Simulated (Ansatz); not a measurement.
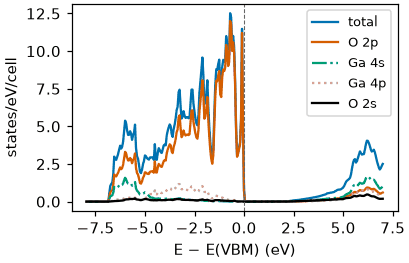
Fig. 1. Total and projected density of states of Ga2O3 in space group C2/m (No. 12; Pearson symbol mS20), plane-wave PAW PBE (Ansatz code)

Q: Which orbitals carry the states next to the gap?

A: Top 1 eV of the valence band: O 2p 96 %. Bottom 1 eV of the conduction band: Ga 4s 49 %, O 2s 28 %, O 2p 15 %, Ga 4p 7 %. Projections are on Löwdin-orthogonalised atomic valence shells; empty p or d shells of many metals are not among them.

Q: Where is the tallest occupied peak in this window, and what makes it?

A: Near -0.7 eV, about 13 states/eV per cell; the largest projected share is O 2p.

The PBE relaxation kept the symmetry of its start. Scalar-relativistic: spin–orbit coupling is off unless named, which matters more the heavier the elements.

Potentials: the later of the program's two PAW sets.
